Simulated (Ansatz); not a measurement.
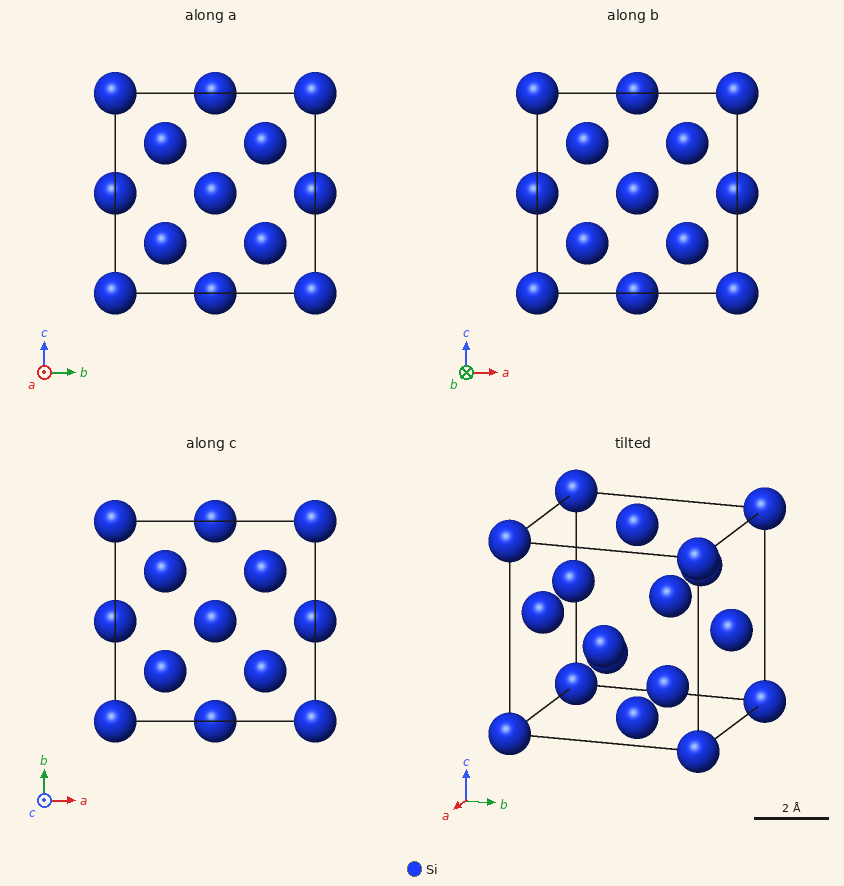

Structure drawing (spheres-only), viewed along the a axis, along the b axis, along the c axis and slightly off an axis. The conventional unit cell is outlined; an atom on or near a face, edge or corner is repeated at each equivalent position.

Lattice parameters: a = 5.444 Å, b = 5.444 Å, c = 5.444 Å, α = 90.00°, β = 90.00°, γ = 90.00°. Put a along x and b in the xy plane.

> Give the structure in the form of a POSCAR file.

```
Si
1.0
     5.444    0.000    0.000
     0.000    5.444    0.000
     0.000    0.000    5.444
Si
8
Direct
  0.0000 0.0000 0.0000
  0.2500 0.7500 0.7500
  0.0000 0.5000 0.5000
  0.2500 0.2500 0.2500
  0.5000 0.0000 0.5000
  0.7500 0.7500 0.2500
  0.5000 0.5000 0.0000
  0.7500 0.2500 0.7500
```

It goes back to a structure type filled with this element by a generator (whether the element takes this form wasn't checked). Earlier steps of the study may have refined or changed the cell and positions. An electronic-structure calculation with Ansatz was run on it.
